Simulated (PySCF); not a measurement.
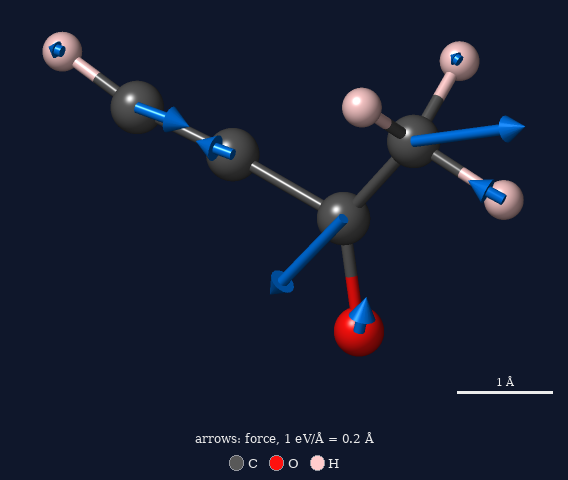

Starting geometry of C4H4O with the computed forces as blue arrows. Style: ball-and-stick. Shown from a free direction.

The start comes from MMFF94s. Its atoms were then displaced at random by about 0.03 Å.

All numbers below come from PBE0-D3(BJ)/def2-SVP geometry optimisation, gas phase in PySCF 2.14.0, density-fitted response routines. 

**What follows when this structure is relaxed?**

It isn't relaxed: the largest force vector, on a C atom, is 7.18 eV/Å. The final displacements follow the starting forces only in part (cosine between the two patterns 0.67). Over 6 geometry steps the energy falls by 60.9 kJ/mol. The largest move after the best rigid fit is that of a C atom, 0.088 Å. By element the largest moves are C 0.088 Å, H 0.071 Å, O 0.029 Å. Among the contacts that change: C–C 1.370 → 1.504 Å, C–H 1.189 → 1.097 Å, C–O 1.236 → 1.208 Å, C–C 1.238 → 1.213 Å. Among the angles between lasting bonds that change: H–C–H 100.9° → 110.1°, C–C–H 169.8° → 178.9°, C–C–O 130.1° → 123.5°. Cost: 15 s on 1 thread of Arm Neoverse V1, on a shared host.
